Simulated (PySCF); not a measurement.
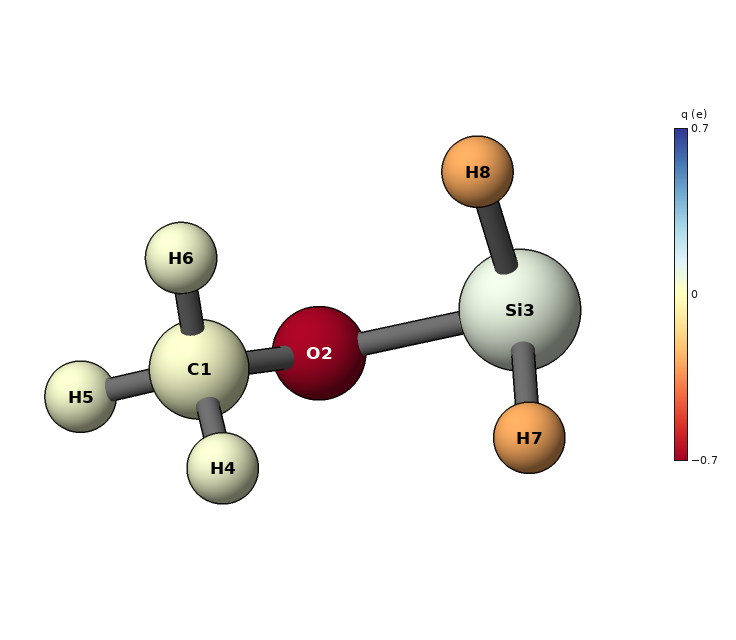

Atoms are coloured by their Mulliken charges. State: charge −1, singlet. Computed geometry: PBE0-D3(BJ)/def2-SVP optimisation. No frequency run is at hand to confirm it as a minimum. Method: PBE0/pcSseg-1, gas phase (PySCF 2.14.0).

Question: Which atom carries the highest charge (most positive or least negative)?

Answer: Si3 (0.09 e).

Question: And the lowest?

Answer: O2 (−0.68 e).

List the Mulliken charges.

```
atom  value (e)
  C1       0.03
  O2      −0.68
 Si3       0.09
  H4       0.04
  H5       0.04
  H6       0.04
  H7      −0.28
  H8      −0.28
```

Mulliken values depend strongly on the basis set and can even reverse the polarity of a bond.
